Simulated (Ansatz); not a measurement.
**What a change does: geometry relaxation on TaBO**

System: TaBO, multiplicity 5, SMILES O=[B][Ta].
Method of the first run: UKS r2SCAN-D4/def2-TZVPP (Ansatz 0.2.0).

Text and figures count atoms from 1; the logs count them from 0 in places.

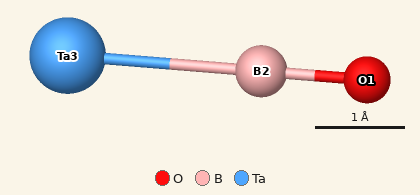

**Figure 1.** The input geometry (ball-and-stick view, seen at a tilt; atoms are numbered from 1 in the order of the input). Sticks mark near contacts.

### The input, the first run
```yaml
crystal:
  periodic: [false, false, false]
  atoms:
    - { symbol: O, position_ang: [0.0, 0.0, -1.55095162] }
    - { symbol: B, position_ang: [0.0, 0.0, -0.3367282] }
    - { symbol: Ta, position_ang: [0.0, 0.0, 1.88767982] }
magnetization:
  spin_polarized: true
  initial_magnetization: 4
basis:
  gaussian: { orbitals: def2-TZVPP }
hamiltonian:
  xc: r2scan
  dispersion: d4
relax:
  f_tol: 0.002
  max_steps: 150
```

Command:
```bash
ansatz run input.yaml --threads 2 --pin off --max-ram 5120MiB --backend cpu --events-out ev --progress --plain --runs-dir out
```

Hardware: 2 threads of Intel Xeon (Sapphire Rapids), 64 GiB of memory available, shared host.

### Output, shortened to warnings, some set-up lines, iterations and results (the first run)
```
[...]
mean field evaluation 1: about -4259.1841 eV, gradient 5.1e1 eV
mean field evaluation 2: about -3853.3033 eV, gradient 1.7e2 eV
mean field evaluation 4: about -4270.8618 eV, gradient 1.8e1 eV
mean field evaluation 8: about -4272.3932 eV, gradient 4.4e-1 eV
mean field evaluation 16: about -4272.3867 eV, gradient 1.8e-3 eV
[... 6 lines ...]
relax step   3: F+E_penalty+E_count = -4272.40193297 eV  Δ(F+E_penalty+E_count) = -6.653e-5 eV  max|allowed force component| = 2.633e-3 eV/Å  Δτ_max = 0.0009 Å  (38 SCF …
relax step   4: F+E_penalty+E_count = -4272.40193329 eV  Δ(F+E_penalty+E_count) = -3.103e-7 eV  max|allowed force component| = 7.257e-4 eV/Å  Δτ_max = 0.0002 Å  (50 SCF …
mean field evaluation 160: about -4272.3884 eV, gradient 7.5e-3 eV
mean field evaluation 192: about -4271.3728 eV, gradient 2.0e0 eV
mean field evaluation 224: about -4271.0250 eV, gradient 1.3e-1 eV
mean field -4272.38844103 eV, -157.0073792789 hartree, gradient 1.4e-5 eV, S^2 6.012700; 11 other end points of the search recorded, 0 dependent functions left out
the calculation of the forces begins
reference -4272.38845935 eV, -157.0073799522 hartree; 15, 11 occupied and 103, 107 virtual orbitals, 657 factors
Total energy: -4272.40195161 eV, -157.0078757836 hartree
Atom 0 at    -0.000000     0.000000    -1.553706 Å, force     0.000000    -0.000000     0.000020 eV/Å
Atom 1 at     0.000000    -0.000000    -0.333110 Å, force    -0.000000     0.000000    -0.000725 eV/Å
Atom 2 at    -0.000000     0.000000     1.886816 Å, force     0.000000    -0.000000     0.000705 eV/Å
Dipole moment:     0.000000    -0.000000     1.352143 e Å
```

The input of the second run differs as follows (lines with − go, lines with + come):
```diff
-  xc: r2scan
+  xc: pbe
```

How does the second run compare with the first run?

The total energies belong to different methods, so their difference says nothing on which is more stable or more accurate. The functional changes from r2SCAN to PBE. On the same kind of shared host the second run took about 0.46 times as long.

### Output, shortened to warnings, some set-up lines, iterations and results (the second run)
```
[...]
mean field evaluation 1: about -4256.2209 eV, gradient 5.4e1 eV
mean field evaluation 2: about -3823.2217 eV, gradient 1.7e2 eV
mean field evaluation 4: about -4267.6306 eV, gradient 2.4e1 eV
mean field evaluation 8: about -4270.5486 eV, gradient 1.1e0 eV
mean field evaluation 16: about -4270.5480 eV, gradient 3.4e-4 eV
[... 5 lines ...]
relax step   3: F+E_penalty+E_count = -4270.62917030 eV  Δ(F+E_penalty+E_count) = -6.003e-4 eV  max|allowed force component| = 1.489e-2 eV/Å  Δτ_max = 0.0038 Å  (42 SCF …
mean field evaluation 128: about -4270.5595 eV, gradient 1.1e-5 eV
relax step   4: F+E_penalty+E_count = -4270.62917878 eV  Δ(F+E_penalty+E_count) = -8.480e-6 eV  max|allowed force component| = 5.485e-4 eV/Å  Δτ_max = 0.0008 Å  (43 SCF …
mean field evaluation 160: about -4270.5197 eV, gradient 2.9e0 eV
mean field evaluation 192: about -4270.3917 eV, gradient 1.4e0 eV
mean field -4270.55954639 eV, -156.9401686407 hartree, gradient 1.7e-5 eV, S^2 6.006766; 10 other end points of the search recorded, 0 dependent functions left out
the calculation of the forces begins
reference -4270.55958498 eV, -156.9401700587 hartree; 15, 11 occupied and 103, 107 virtual orbitals, 657 factors
Total energy: -4270.62921736 eV, -156.9427290016 hartree
Atom 0 at    -0.000000     0.000000    -1.554058 Å, force     0.000000     0.000000     0.000291 eV/Å
Atom 1 at     0.000000    -0.000000    -0.324088 Å, force    -0.000000    -0.000000    -0.000547 eV/Å
Atom 2 at    -0.000000     0.000000     1.878146 Å, force     0.000000     0.000000     0.000256 eV/Å
Dipole moment:     0.000000     0.000000     1.320457 e Å
```

### The two runs side by side

```csv
quantity,the first run,the second run
outcome,converged,converged
total energy (hartree),−157.007876,−156.942729
⟨S²⟩,6.013,6.007
largest force (eV/Å),0.001,0.001
basis functions,118,118
wall time (shared host),44 s,20 s
```
